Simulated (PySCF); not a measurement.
# C3H4F2O: geometry, NMR shifts, spin-spin couplings and electronic excitations, part 2 of 2

PySCF 2.14.0. Atoms count from 0.

## Step 4: Indirect couplings: B3LYP/pcJ-1

What the job is given:

```
{"job": {"kind": "j", "xc": "B3LYP", "basis": "pcJ-1"}, "charge": 0, "multiplicity": 1}
C      1.175401     0.349344    -0.870072
C      0.694717     0.809470     0.285311
O     -0.472467     0.462971     0.891962
C     -1.106979    -0.670681     0.476839
F     -2.019450    -0.966721     1.396186
F     -1.744974    -0.462894    -0.688735
H      0.632927    -0.347536    -1.510844
H      2.145978     0.710458    -1.211630
H      1.221586     1.551757     0.889301
H     -0.402090    -1.512918     0.346102
```

Level: B3LYP/pcJ-1 indirect spin-spin coupling, non-relativistic, gas phase.

Standard output:

```text
coarse grid: 9000 points
cycle   1  E = -391.4233748583  dE =  9.062e-01  |g| = 8.978e-01  |ddm| = 2.557e+00
cycle   2  E = -391.2859915075  dE =  1.374e-01  |g| = 1.320e+00  |ddm| = 1.061e+00
cycle   3  E = -391.5541474886  dE = -2.682e-01  |g| = 6.056e-02  |ddm| = 6.303e-01
cycle   4  E = -391.5546183725  dE = -4.709e-04  |g| = 3.446e-02  |ddm| = 5.829e-02
cycle   5  E = -391.5548704931  dE = -2.521e-04  |g| = 6.378e-03  |ddm| = 2.594e-02
cycle   6  E = -391.5548760839  dE = -5.591e-06  |g| = 2.701e-03  |ddm| = 4.237e-03
final grid: 89528 points
cycle   7  E = -391.6154720806  dE = -1.677e-04  |g| = 6.717e-03  |ddm| = 1.658e-02
cycle   8  E = -391.6154643061  dE =  7.775e-06  |g| = 9.756e-03  |ddm| = 8.153e-03
cycle   9  E = -391.6154783272  dE = -1.402e-05  |g| = 9.375e-04  |ddm| = 4.993e-03
cycle  10  E = -391.6154783514  dE = -2.425e-08  |g| = 8.322e-04  |ddm| = 1.053e-03
cycle  11  E = -391.6154784976  dE = -1.461e-07  |g| = 1.086e-04  |ddm| = 5.866e-04
cycle  12  E = -391.6154785003  dE = -2.702e-09  |g| = 1.989e-05  |ddm| = 9.175e-05
cycle  13  E = -391.6154785003  dE = -6.935e-11  |g| = 8.951e-06  |ddm| = 1.707e-05
converged SCF energy = -391.6154785003

Indirect spin-spin couplings (Hz)
  i      j    bonds     total        FC       PSO       DSO        SD
  0 C    1 C    1     84.063    92.907    -9.041     0.197         -
  0 C    2 O    2      4.492     1.933     2.527     0.032         -
  0 C    3 C    3      4.661     4.665    -0.049     0.046         -
  0 C    4 F    4     -0.288    -0.488     0.712    -0.349    -0.163
  0 C    5 F    4      1.070     1.582    -0.129     0.061    -0.444
  0 C    6 H    1    169.376   168.065     0.599     0.713         -
  0 C    7 H    1    174.921   173.629     0.689     0.603         -
  0 C    8 H    2      8.941    10.147    -0.682    -0.524         -
  0 C    9 H    4      0.362     0.392    -0.280     0.250         -
  1 C    2 O    1     26.185    22.782     3.548    -0.145         -
  1 C    3 C    2      0.119     0.331    -0.221     0.009         -
  1 C    4 F    3      7.141     7.342    -0.453    -0.471     0.723
  1 C    5 F    3     -2.807    -2.588     0.040    -0.111    -0.147
  1 C    6 H    2     -5.146    -3.534    -1.228    -0.384         -
  1 C    7 H    2      6.522     8.179    -1.304    -0.352         -
  1 C    8 H    1    200.248   199.454    -0.181     0.974         -
  1 C    9 H    3      1.692     1.836    -0.237     0.093         -
  2 O    3 C    1     20.790    16.897     4.102    -0.209         -
  2 O    4 F    2    -51.365   -54.678     4.698    -0.019    -1.366
  2 O    5 F    2    -19.002    -9.397    -3.525     0.031    -6.110
  2 O    6 H    3     -2.834    -3.212     0.320     0.058         -
  2 O    7 H    3     -4.388    -4.966     0.302     0.276         -
  2 O    8 H    2    -25.624   -25.736     0.052     0.061         -
  2 O    9 H    2     -4.776    -5.108     0.261     0.072         -
  3 C    4 F    1   -315.427  -296.467   -29.520     1.182     9.378
  3 C    5 F    1   -331.329  -316.754   -26.006     1.214    10.217
  3 C    8 H    3     10.199    10.215     0.478    -0.494         -
  3 C    9 H    1    219.980   219.438    -1.227     1.768         -
  4 F    5 F    2    125.036    48.449    15.229    -0.661    62.019
  4 F    6 H    5     -0.237     0.204     0.576    -1.148     0.130
  4 F    7 H    5      0.829     0.807     1.355    -1.419     0.087
  4 F    8 H    4      0.733     0.703     1.430    -1.523     0.123
  4 F    9 H    2     74.396    78.269     0.070    -1.018    -2.925
  5 F    6 H    5      4.170     3.839    -1.322     1.522     0.131
  5 F    7 H    5      1.492     1.402     1.226    -1.060    -0.076
  5 F    8 H    4      3.795     3.682     1.783    -1.699     0.030
  5 F    9 H    2     87.979    92.726    -0.795    -0.784    -3.168
  6 H    7 H    2     -2.519    -2.834     3.590    -3.276         -
  6 H    8 H    3     16.309    16.718     2.707    -3.116         -
  7 H    8 H    3      8.454     8.797     0.206    -0.550         -
  7 H    9 H    5     -0.167    -0.111     0.801    -0.857         -
  8 H    9 H    4     -0.600    -0.459     1.472    -1.613         -
```

Wall time 23 s (1 thread of Arm Neoverse V2, shared host); peak memory 0.86 GiB.

A choice of the couplings up to four bonds, sorted by the number of bonds, with means over like pairs; isotopes 13C, 19F, 1H, 17O:

```tsv
pair	bonds	J (Hz)	Fermi contact (Hz)	dihedral (°)
C3–F4	1	-323.4	-306.6	–
C3–H9	1	220.0	219.4	–
C1–H8	1	200.2	199.5	–
C0–H7	1	174.9	173.6	–
C0–H6	1	169.4	168.1	–
C0–C1	1	84.1	92.9	–
C1–O2	1	26.2	22.8	–
O2–C3	1	20.8	16.9	–
F4–F5	2	125.0	48.4	–
F4–H9	2	81.2	85.5	–
O2–F4	2	-35.2	-32.0	–
O2–H8	2	-25.6	-25.7	–
C0–H8	2	8.9	10.1	–
C1–H7	2	6.5	8.2	–
C1–H6	2	-5.1	-3.5	–
O2–H9	2	-4.8	-5.1	–
C0–O2	2	4.5	1.9	–
H6–H8	3	16.3	16.7	-176
C3–H8	3	10.2	10.2	-164
H7–H8	3	8.5	8.8	2
C0–C3	3	4.7	4.7	16
O2–H7	3	-4.4	-5.0	-178
O2–H6	3	-2.8	-3.2	4
C1–F4	3	2.2	2.4	–
C1–H9	3	1.7	1.8	44
F4–H8	4	2.3	2.2	–
```

The spin-dipole term was solved for some atoms only; pairs without it lack that part.

The response was solved for the nuclei of C, F, H alone, so couplings that need other nuclei can be missing.

Quadrupole couplings from the field gradients of the same density:

```tsv
atom	isotope	eQq/h (MHz)	η
O2	17O	-11.0	0.62
```

Shifts (PBE0/pcSseg-1, scaled to CDCl3) and these couplings together give the proton spectrum at 600 MHz below. H–H couplings in it are scaled by factors fitted to measured ones, so they differ from the table.

1H NMR δ 6.38 (ddt, J = 14.9, 7.7, 2.3 Hz, 1H), 5.87 (t, J = 81.2 Hz, 1H), 4.59 (ddt, J = 14.9, 2.3, 2.0 Hz, 1H), 4.50 (ddt, J = 7.7, 2.3, 1.2 Hz, 1H).

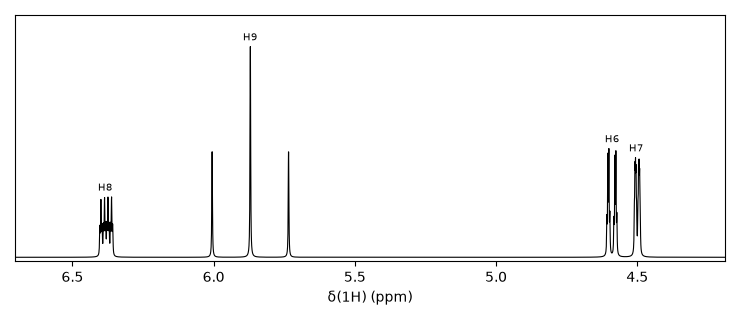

Simulated proton spectrum at 600 MHz, by exact diagonalisation of each spin system; lines 1.2 Hz wide, exchangeable protons uncoupled.

## Step 5: Ultraviolet spectrum: CAM-B3LYP/def2-SVPD

The job, as its differences from that of step 4:

```diff
@@ -1,2 +1,2 @@
-{"job": {"kind": "j", "xc": "B3LYP", "basis": "pcJ-1"}, "charge": 0, "multiplicity": 1}
+{"job": {"kind": "uv", "xc": "CAM-B3LYP", "basis": "def2-SVPD", "ip": true}, "charge": 0, "multiplicity": 1}
 C      1.175401     0.349344    -0.870072
```

Method: TDDFT CAM-B3LYP/def2-SVPD, vertical, gas phase, core orbitals frozen in the response.

Standard output:

```text
coarse grid: 9000 points
cycle   1  E = -391.0078535486  dE =  1.008e+00  |g| = 8.509e-01  |ddm| = 4.185e+00
cycle   2  E = -390.9798544603  dE =  2.800e-02  |g| = 1.002e+00  |ddm| = 1.589e+00
cycle   3  E = -391.1424191905  dE = -1.626e-01  |g| = 5.500e-02  |ddm| = 8.459e-01
cycle   4  E = -391.1428617169  dE = -4.425e-04  |g| = 2.545e-02  |ddm| = 7.183e-02
cycle   5  E = -391.1429929647  dE = -1.312e-04  |g| = 6.433e-03  |ddm| = 3.125e-02
cycle   6  E = -391.1430017621  dE = -8.797e-06  |g| = 2.249e-03  |ddm| = 9.318e-03
final grid: 89528 points
cycle   7  E = -391.2072191476  dE = -2.594e-05  |g| = 4.385e-03  |ddm| = 4.939e-02
cycle   8  E = -391.2072175517  dE =  1.596e-06  |g| = 5.284e-03  |ddm| = 9.763e-03
cycle   9  E = -391.2072230538  dE = -5.502e-06  |g| = 3.929e-04  |ddm| = 4.883e-03
cycle  10  E = -391.2072230808  dE = -2.706e-08  |g| = 1.962e-04  |ddm| = 5.749e-04
cycle  11  E = -391.2072230876  dE = -6.813e-09  |g| = 6.300e-05  |ddm| = 2.029e-04
cycle  12  E = -391.2072230884  dE = -7.094e-10  |g| = 5.945e-06  |ddm| = 6.244e-05
converged SCF energy = -391.2072230884

Static polarisability (au): isotropic 44.130, principal 34.886 43.663 53.841

Singlet excitations
state   eV       nm        f      main configurations
  1   7.1902    172.4   0.17232   H->L 0.74, H->L+1 0.16
  2   7.3051    169.7   0.15011   H->L+1 0.61, H->L 0.21, H->L+2 0.13
  3   7.7390    160.2   0.03271   H->L+2 0.74, H->L+1 0.15
  4   8.2329    150.6   0.00241   H->L+3 0.77
  5   8.9238    138.9   0.00333   H->L+4 0.44, H-1->L 0.31, H->L+6 0.09
  6   8.9496    138.5   0.02141   H->L+5 0.44, H->L+4 0.28, H-1->L 0.09
  7   8.9773    138.1   0.00166   H-1->L 0.38, H->L+5 0.23, H->L+4 0.11
  8   9.4924    130.6   0.01780   H->L+6 0.34, H-3->L 0.33
  9   9.5791    129.4   0.01551   H-3->L 0.47, H->L+6 0.28
 10   9.7702    126.9   0.03490   H->L+7 0.61, H->L+9 0.18

Triplet excitations (Tamm-Dancoff, eV): 4.3791 7.0963 7.5862 8.0690
Vertical ionisation energy (delta-SCF) = 10.0902 eV
```

Wall time 32 s (1 thread of Arm Neoverse V2, shared host); peak memory 0.75 GiB.

Frontier orbitals and where they lie:

```tsv
orbital	eV	atoms
HOMO−3	-12.84	C0 32 %, O2 16 %, H7 16 %
HOMO−2	-12.59	O2 32 %, F5 17 %, C1 13 %
HOMO−1	-12.01	O2 32 %, F5 15 %, C3 11 %
HOMO	-9.04	C0 38 %, C1 28 %, O2 21 %
LUMO	1.10	C1 32 %, C0 32 %, O2 9 %
LUMO+1	1.39	C0 24 %, C1 18 %, C3 14 %
LUMO+2	1.80	H8 22 %, O2 19 %, C1 16 %
```

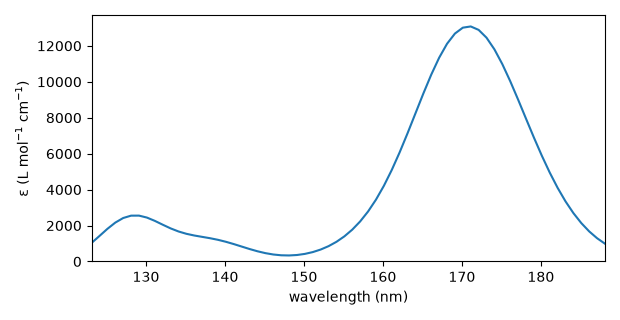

Absorption spectrum: each of the 10 states is a Gaussian band of 0.4 eV half-width at 1/e. Beyond the last state computed it falls off for lack of states.

Ground-state properties from the same run:

```tsv
property	computed
dipole moment (D)	2.39
polarisability (Å³)	6.54
HOMO–LUMO gap (eV)	10.14
−ε(HOMO) (eV)	9.03
```

## Step 6: Shielding tensors: PBE/pcSseg-2

The job, as its differences from that of step 5:

```diff
@@ -1,2 +1,2 @@
-{"job": {"kind": "uv", "xc": "CAM-B3LYP", "basis": "def2-SVPD", "ip": true}, "charge": 0, "multiplicity": 1}
+{"job": {"kind": "nmr", "xc": "PBE", "basis": "pcSseg-2", "pop": false}, "charge": 0, "multiplicity": 1}
 C      1.175401     0.349344    -0.870072
```

Method: GIAO PBE/pcSseg-2 NMR shielding, non-relativistic, gas phase.

Standard output:

```text
coarse grid: 9000 points
cycle   1  E = -391.2258389683  dE =  8.625e-01  |g| = 9.136e-01  |ddm| = 2.115e+00
cycle   2  E = -390.9189039500  dE =  3.069e-01  |g| = 1.638e+00  |ddm| = 1.297e+00
cycle   3  E = -391.3623435144  dE = -4.434e-01  |g| = 1.097e-01  |ddm| = 8.875e-01
cycle   4  E = -391.3642409749  dE = -1.897e-03  |g| = 5.296e-02  |ddm| = 9.501e-02
cycle   5  E = -391.3649199214  dE = -6.789e-04  |g| = 1.210e-02  |ddm| = 4.153e-02
cycle   6  E = -391.3649390201  dE = -1.910e-05  |g| = 7.086e-03  |ddm| = 9.576e-03
cycle   7  E = -391.3649488500  dE = -9.830e-06  |g| = 2.495e-03  |ddm| = 5.086e-03
final grid: 89528 points
cycle   8  E = -391.3600591273  dE = -1.172e-04  |g| = 1.816e-02  |ddm| = 5.291e-02
cycle   9  E = -391.3597824835  dE =  2.766e-04  |g| = 4.098e-02  |ddm| = 2.974e-02
cycle  10  E = -391.3601143091  dE = -3.318e-04  |g| = 6.032e-03  |ddm| = 2.345e-02
cycle  11  E = -391.3601233380  dE = -9.029e-06  |g| = 9.874e-04  |ddm| = 4.069e-03
cycle  12  E = -391.3601234963  dE = -1.583e-07  |g| = 3.268e-04  |ddm| = 7.360e-04
cycle  13  E = -391.3601235195  dE = -2.325e-08  |g| = 7.331e-05  |ddm| = 2.384e-04
cycle  14  E = -391.3601235203  dE = -7.067e-10  |g| = 4.593e-05  |ddm| = 5.939e-05
cycle  15  E = -391.3601235206  dE = -3.597e-10  |g| = 6.239e-06  |ddm| = 2.234e-05
converged SCF energy = -391.3601235206

GIAO shielding tensors (ppm)
atom      isotropic    diamagn.    paramagn.     s11        s22        s33       span
  0 C       83.154     256.578    -173.425    -10.716     96.926    163.252    173.968
  1 C       23.401     249.225    -225.824    -85.044     58.542     96.704    181.748
  2 O      123.473     390.999    -267.526     80.176     86.784    203.460    123.285
  3 C       52.191     240.124    -187.933     30.620     60.073     65.880     35.260
  4 F      262.947     465.481    -202.534    167.790    292.432    328.619    160.829
  5 F      248.011     471.162    -223.151    183.461    243.997    316.574    133.113
  6 H       26.639      32.547      -5.908     24.276     25.035     30.605      6.329
  7 H       26.751      29.980      -3.229     25.384     25.849     29.019      3.635
  8 H       24.527      29.507      -4.980     21.534     24.993     27.053      5.519
  9 H       24.693      30.384      -5.692     22.112     24.395     27.571      5.459
```

Run time: 33 s. Hardware: 1 thread of Arm Neoverse V2, shared host; peak memory 0.74 GiB.

This run: δ C1 156.0, C3 127.2, C0 96.2, O2 204.4, H8 6.65, H9 6.49 ppm.

## Step 7: Comparing the runs: NMR shifts

Shifts (ppm) of some atoms, chosen among heavy atoms and hydrogens apart, means over like atoms, with basis size and wall time:

```tsv
run	C1	C3	C0	H8	H9	O2	F4	functions	time
PBE0/pcSseg-1	153.6	119.1	97.2	6.51	5.97	188.1	-98.4	122	8.3 s
PBE/pcSseg-2	156.0	127.2	96.2	6.65	6.49	204.4	-112.6	272	33 s
```

## Step 8: Results

The summary covers parts 1 to 2.

| quantity | value |
| --- | --- |
| point group | C1 |
| rotational constants (main isotopes) | 7.67, 2.61, 2.12 GHz |
| 13C shifts against TMS (PBE0/pcSseg-1) | 153.6, 119.1, 97.2 ppm |
| 1H shifts against TMS (PBE0/pcSseg-1) | 6.51, 5.97, 4.62, 4.53 ppm |
| 17O shifts against H2O (PBE0/pcSseg-1) | 188.1 ppm |
| 19F shifts against CFCl3 (PBE0/pcSseg-1, means over atoms taken as alike) | -98.4 ppm |
| largest coupling of the table (B3LYP/pcJ-1) | 1J(C,F) C3–F4, -323.4 Hz |
| lowest singlet (CAM-B3LYP/def2-SVPD) | 7.19 eV (172 nm), f = 0.172 |
| lowest triplet | 4.38 eV |
| vertical ionisation energy (ΔSCF) | 10.09 eV |
| range of the shift of O2 | 188.1 to 204.4 ppm |

What this shows: Relaxing lowered the energy by 0.753 eV in 9 steps; the close pair that moved most is C3–F4, from 1.431 to 1.329 Å. In the run at B3LYP/pcJ-1, the largest coupling of the table is C3–F4 (mean over like pairs), -323.4 Hz, of which the Fermi-contact term gives -306.6 Hz. Couplings across rotatable bonds belong to this one conformer; where others are populated, the observed values are averages. Density functionals describe couplings to fluorine poorly, F–F couplings above all, so those rows are rough. At CAM-B3LYP/def2-SVPD, the highest states lie near or above the ionisation energy, where they hang on the basis. The orbital energy would give 9.03 eV for ionisation, ΔSCF gives 10.09 eV. Across the 2 runs the shift of O2 moves most, between 188.1 (PBE0/pcSseg-1) and 204.4 ppm (PBE/pcSseg-2).
